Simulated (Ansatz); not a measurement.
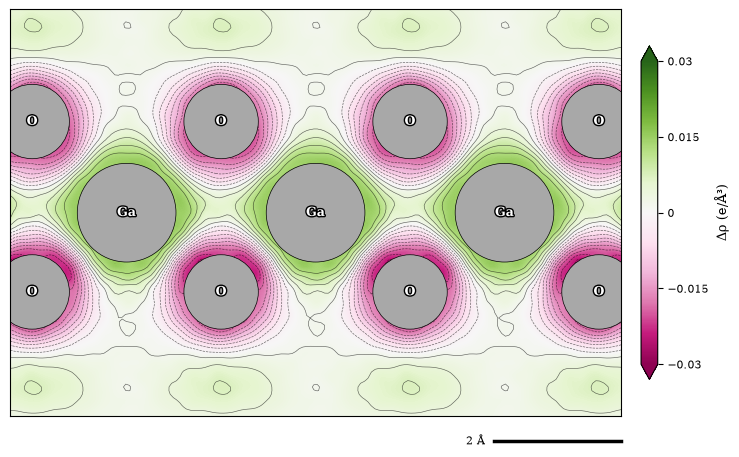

Al3GaO6. Difference of the valence pseudo-densities of two functionals at the same geometry, on the (010) plane of the calculation cell: one of PBE and r2SCAN less the other.

Space group Cm; a structure generated by program, which may or may not match a known phase.

Both computed with Ansatz (plane waves, PAW), on the same k-point mesh. Grey discs cover the atomic cores.

**Which was subtracted from which, and what does the map show?**

It is PBE less r2SCAN. Against r2SCAN, PBE gives more density around Ga (+0.011 e/Å³ on average at 1.0 Å from the nucleus) and less density around O (−0.013 e/Å³ on average at 0.7 Å from the nucleus).
